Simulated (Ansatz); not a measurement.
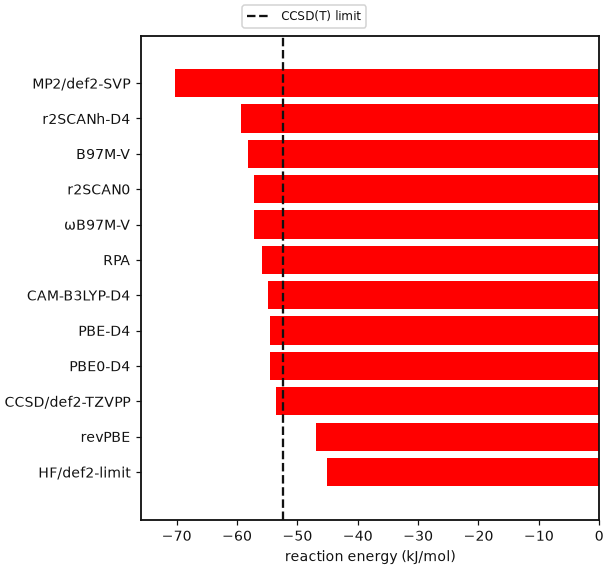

Electronic reaction energy of GaBNH₅ (B[NH][GaH2]) + SiH₄O₄ (O[Si](O)(O)O) → GaSiH₅O₄ (O[Si](O)(O)[O][GaH2]) + BNH₄ (BN) (SMILES in brackets) at several levels (functionals in def2-TZVPP unless a basis is named), isolated molecules at PBE0-D4 triple-zeta geometries, minima by their frequencies, no zero-point or thermal terms, the Ansatz code. The line is frozen-core CCSD(T) at the basis limit (MP2 extrapolated from triple and quadruple zeta, plus CCSD(T) less MP2 in a smaller set). RPA holds a correlation term that converges slowly with the basis, so part of the distance to the limit is basis error. No dispersion term is added to r2SCAN0 and revPBE. The distance of MP2/def2-SVP and CCSD/def2-TZVPP to the limit includes basis error.

What range do the values span, the line included?

From −70.3 kJ/mol (MP2/def2-SVP) to −45.2 kJ/mol (HF/def2-limit).

Give the values.

```tsv
level	kJ/mol	less CCSD(T) limit
MP2/def2-SVP	−70.3	−17.8
r2SCANh-D4	−59.3	−6.9
B97M-V	−58.2	−5.8
r2SCAN0	−57.2	−4.8
ωB97M-V	−57.1	−4.7
RPA	−55.8	−3.4
CAM-B3LYP-D4	−54.8	−2.4
PBE-D4	−54.5	−2.0
PBE0-D4	−54.5	−2.0
CCSD/def2-TZVPP	−53.6	−1.1
revPBE	−46.9	5.5
HF/def2-limit	−45.2	7.3
CCSD(T) limit	−52.5	0.0
```

Caveats: no scalar relativity up to krypton; outer-core shells are correlated without core-valence functions, which makes the correlated values less sure; one conformer of each flexible molecule.
